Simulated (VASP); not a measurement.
Band structure of NiSb (NiAs type). Method: r2SCAN+rVV10, VASP's PBE PAW potentials (set 64) (plane waves; VASP).

Unless said otherwise, spin-orbit coupling is left out, though it shifts the bands of the heavy elements here.

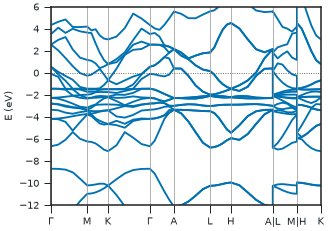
Fig. 1. Bands along high-symmetry lines, zero at the valence-band maximum or, without a gap, the Fermi level

Task: Read the plot: is there a gap, and where are the band edges?

Result: It has no gap at this level: it comes out as a metal or semimetal.

The compound is NiSb in the NiAs type structure. It was relaxed first. The run is not spin-polarised, so no magnetic state was tried.
